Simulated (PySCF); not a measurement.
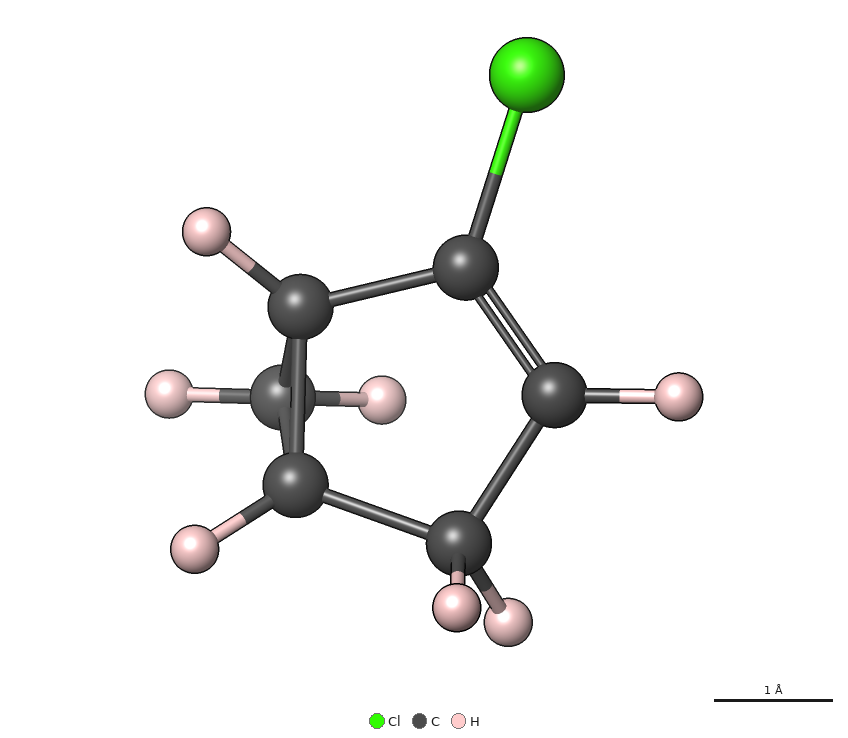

Rendered structure (ball-and-stick style). Multiple sticks mark multiple bonds (one Kekulé form).

The computed structure is the end point of a GFN2-xTB optimisation. No frequency run is at hand to confirm it as a minimum.

Count the atoms of each element.

Answer. C6H7Cl, 14 atoms: 6 carbon, 7 hydrogen and 1 chlorine.

Describe its rings.

Answer. Independent rings (smallest set): 1 of 3 members, 1 of 5 members.

Count the bonded pairs by element.

Answer. 7 C–C, 7 C–H, 1 C–Cl.

Name functional groups in it.

Answer. Among them: alkene, C–Cl bond.

Which point group does it belong to?

Answer. C1.

More results for the same structure follow; atom numbers are the same in all pictures, views and colours differ.

**Geometry**

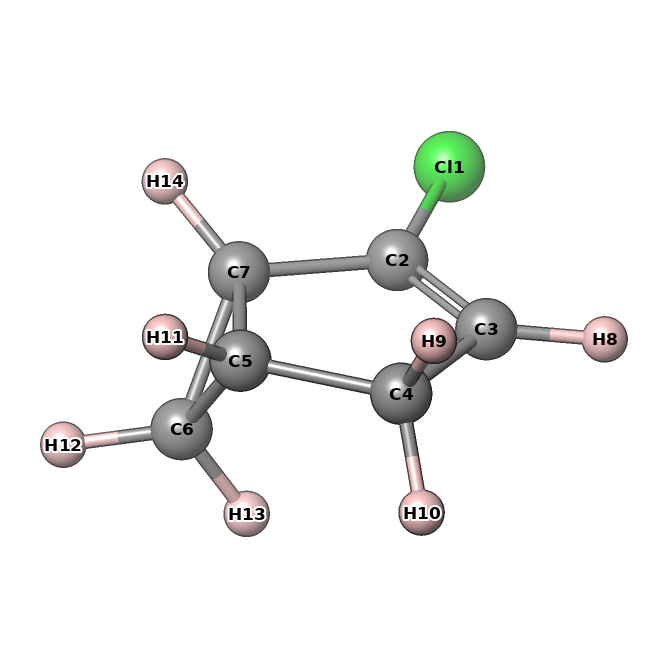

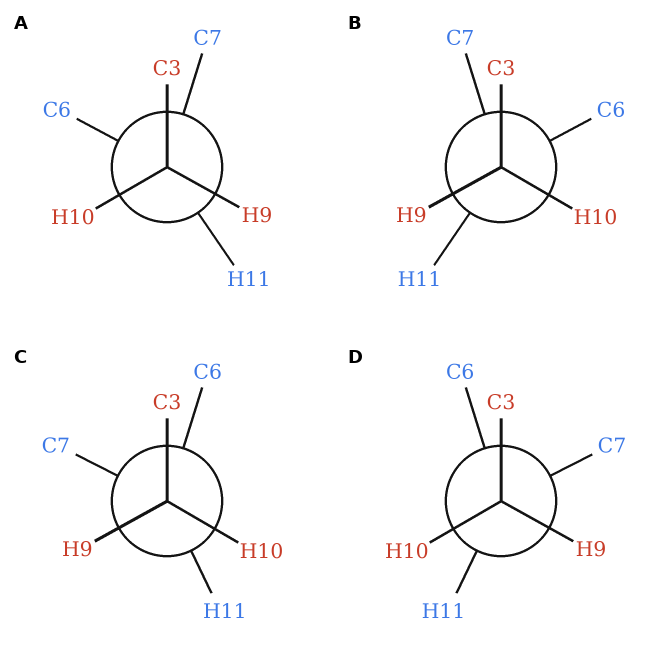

Atoms fade into the background with distance from the viewer. Bonds that would overlap in a projection are set slightly apart. No frequency run is at hand to confirm it as a minimum.

Which Newman projection shows the view along C4–C5, with C4 in front?

Answer. B. The torsion angle C3–C4–C5–C6 is 62°, synclinal (gauche).

**Electronic properties**

No frequency run is at hand to confirm it as a minimum. Method: PBE0/def2-SVPD, gas phase (PySCF 2.14.0). Excitations: vertical, linear response.

Computed properties:

- dipole moment: 2.04 D
- HOMO energy (Kohn–Sham orbital): −6.71 eV
- LUMO energy (Kohn–Sham orbital): 0.07 eV
- HOMO–LUMO gap: 6.78 eV
- mean static polarisability: 77.8 bohr³
- lowest vertical singlet excitation: 6.11 eV
- its oscillator strength: 0.155

**Charges**

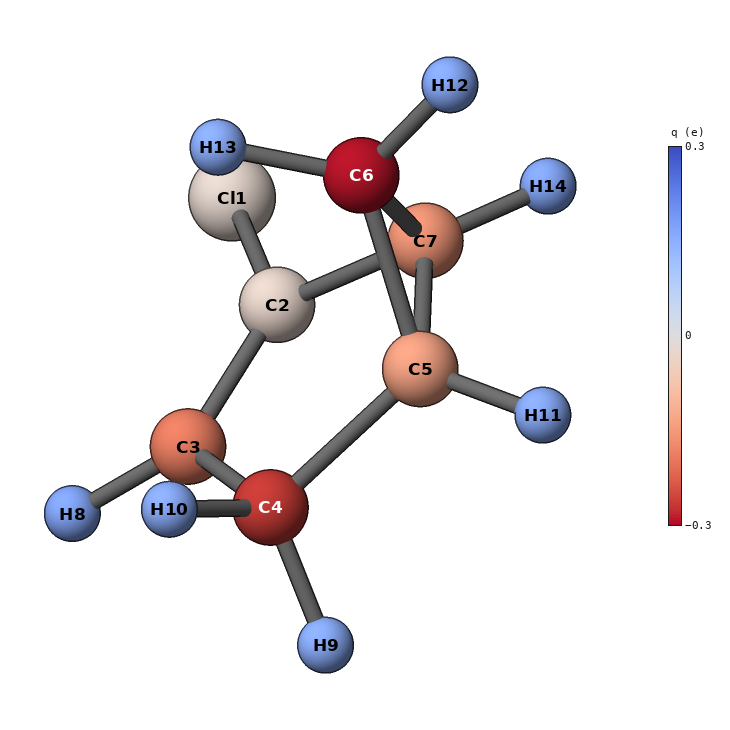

Atoms are coloured by their IAO charges. No frequency run is at hand to confirm it as a minimum. Level of theory: PBE0/pcSseg-1, gas phase (PySCF 2.14.0).

Which atom carries the highest charge (most positive or least negative)?

Answer. H8, H14 (0.16 e).

And the lowest?

Answer. C6 (−0.29 e).

Give the IAO charges atom by atom.

```csv
atom,value (e)
Cl1,−0.02
C2,−0.03
C3,−0.19
C4,−0.26
C5,−0.13
C6,−0.29
C7,−0.15
H8,0.16
H9,0.15
H10,0.15
H11,0.15
H12,0.15
H13,0.15
H14,0.16
```

**Quadrupole coupling**

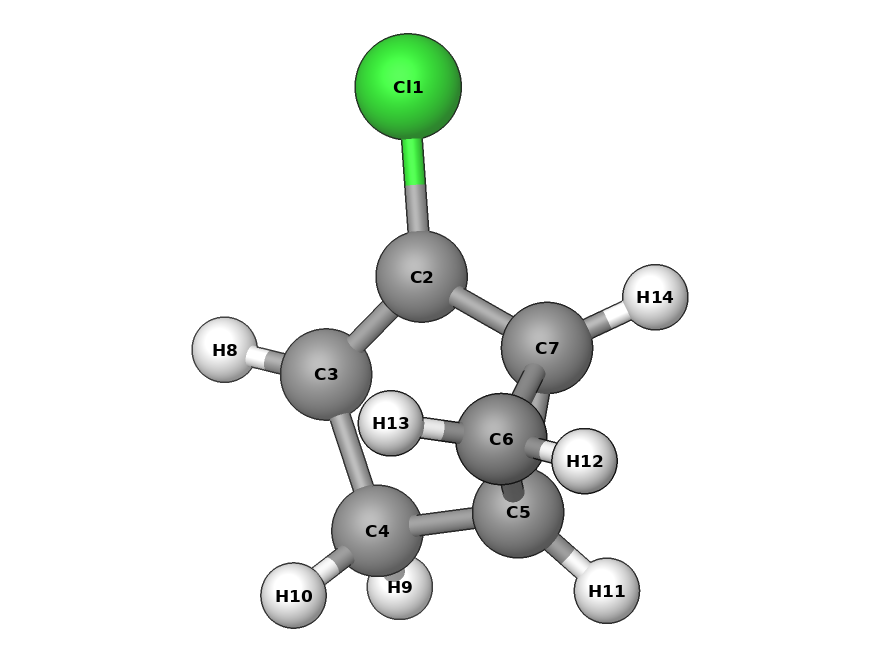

No frequency run is at hand to confirm it as a minimum. Electric field gradients from the ground-state density, PBE0/pcSseg-1 (PySCF 2.14.0), non-relativistic apart from any core potentials.

Give the largest field-gradient component, the quadrupole coupling constant and the asymmetry for 35Cl at Cl1 (Q = −81.7 mb), 2H at H8 (Q = 2.86 mb), 2H at H9 (Q = 2.86 mb), 2H at H10 (Q = 2.86 mb), 2H at H11 (Q = 2.86 mb).

```
atom  V_zz (a.u.)  e²qQ/h (MHz)     η
 Cl1        3.835         −73.6  0.11
  H8        0.341         0.229  0.06
  H9        0.303         0.204  0.03
 H10        0.305         0.205  0.01
 H11        0.331         0.223  0.08
```
